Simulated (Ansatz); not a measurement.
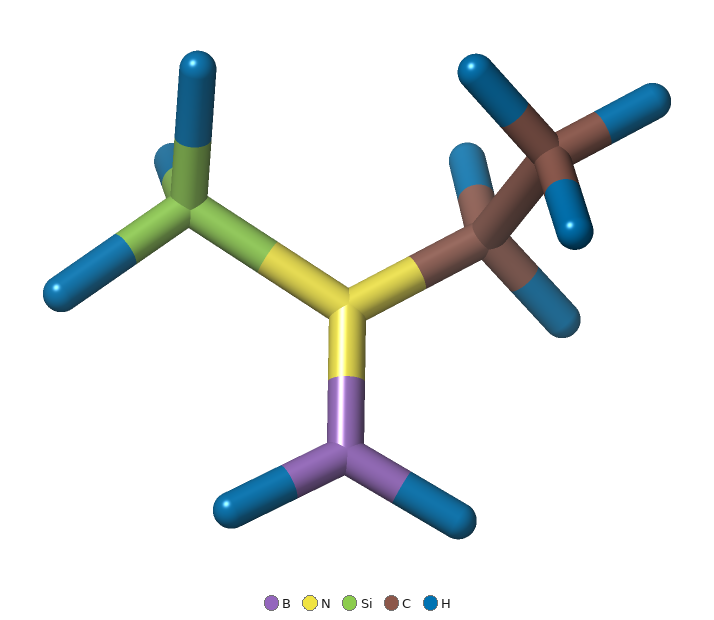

The picture shows the input geometry.

Ansatz 0.2.0 input:

```yaml
crystal:
  periodic: [false, false, false]
  atoms:
    - {symbol: B, position_ang: [0.978524, 1.611722, -0.041399]}
    - {symbol: N, position_ang: [0.565407, 0.284719, 0.089125]}
    - {symbol: Si, position_ang: [0.914503, -0.671648, 1.511912]}
    - {symbol: C, position_ang: [-0.178188, -0.383103, -0.984293]}
    - {symbol: C, position_ang: [-1.680350, -0.268367, -0.809146]}
    - {symbol: H, position_ang: [0.741767, 2.198866, -1.061234]}
    - {symbol: H, position_ang: [1.563305, 2.140079, 0.859841]}
    - {symbol: H, position_ang: [1.755940, -1.836817, 1.124765]}
    - {symbol: H, position_ang: [1.615980, 0.173031, 2.503249]}
    - {symbol: H, position_ang: [-0.343278, -1.210704, 2.096914]}
    - {symbol: H, position_ang: [0.121949, 0.061811, -1.935809]}
    - {symbol: H, position_ang: [0.113845, -1.439433, -1.024308]}
    - {symbol: H, position_ang: [-2.201799, -0.788664, -1.616110]}
    - {symbol: H, position_ang: [-2.004559, -0.702810, 0.139163]}
    - {symbol: H, position_ang: [-1.984845, 0.780417, -0.823171]}
basis:
  gaussian: {orbitals: def2-TZVPD, nuclear_model: gaussian}
hamiltonian: {xc: {name: revPBE0}, pseudopotentials: {relativity: scalar}}
```

It was started with:

```sh
ansatz run in.yaml --threads 4 --pin off --events-out ev --progress --plain --max-ram 10444MiB
```

Output:

```
Functional definition: revPBE0
  name "revPBE0"
  cite "Zhang & Yang, Phys. Rev. Lett. 80, 890 (1998) doi:10.1103/PhysRevLett.80.890"
  cite "Adamo & Barone, J. Chem. Phys. 110, 6158 (1999) doi:10.1063/1.478522"
  cite "Perdew, Burke & Ernzerhof, Phys. Rev. Lett. 77, 3865 (1996) doi:10.1103/PhysRevLett.77.3865"
  parameter a = 0.25
  parameter kappa = 1.245
  parameter beta = 0.06672455060314922
  exchange = (1 - a)*pbe_x(kappa = kappa, mu = beta*pi^2/3) + a*exact_x
  correlation = pbe_c(beta = beta)
1498 factors; their error is unknown
mean field evaluation 1: about -12288.5265 eV, gradient 6.2e1 eV
mean field evaluation 2: about -12277.7803 eV, gradient 9.0e1 eV
mean field evaluation 4: about -12297.0803 eV, gradient 5.1e0 eV
mean field evaluation 8: about -12297.1331 eV, gradient 6.3e-2 eV
mean field evaluation 16: about -12297.1179 eV, gradient 3.3e-5 eV
mean field -12297.11793532 eV, -451.9107488372 hartree, gradient 3.3e-5 eV, S^2 0.000000; 0 other end points of the search recorded, 0 dependent functions left out
reference -12297.11799022 eV, -451.9107508545 hartree; 24, 24 occupied and 257, 257 virtual orbitals, 1498 factors
Total energy: -12297.11799022 eV, -451.9107508545 hartree
Relativity: scalar
```

The calculation finished and met its thresholds.
